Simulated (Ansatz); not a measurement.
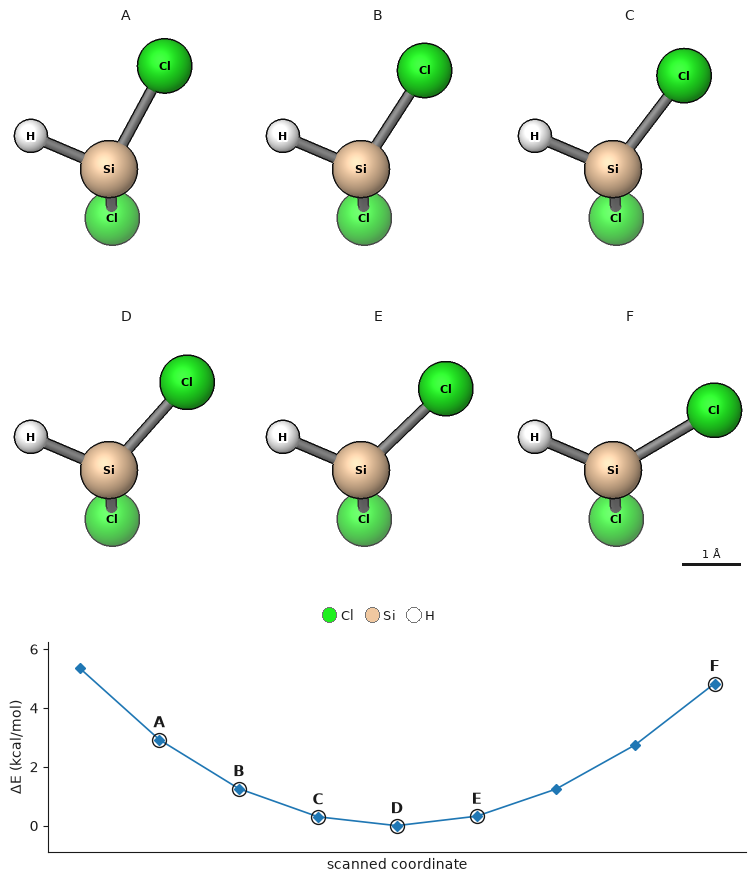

A scan of SiHCl$_{2}$ (multiplicity 2) along one coordinate. A ball-and-stick model, seen onto the plane of the angle.

Level of theory: r2SCAN-D4 (def2-TZVPP, Ansatz), on geometries moved rigidly from the minimum at PBE0-D4/def2-TZVP. Energies are counted from the PBE0-D4/def2-TZVP minimum geometry at the same level.

Q: What is being scanned?

A: One Cl–Si–H angle is varied, with the rest of the molecule carried along rigidly. In the frames the angle is 94.5° (A), 99.0° (B), 103.5° (C), 108.0° (D), 112.5° (E), 126.0° (F). The lowest computed point lies at the angle 108.0° (0.00 kcal/mol). At the ends of the scan the energy is 5.34 kcal/mol (90.0°) and 4.83 kcal/mol (126.0°). The curvature at the lowest point is about 4.4 eV/rad².
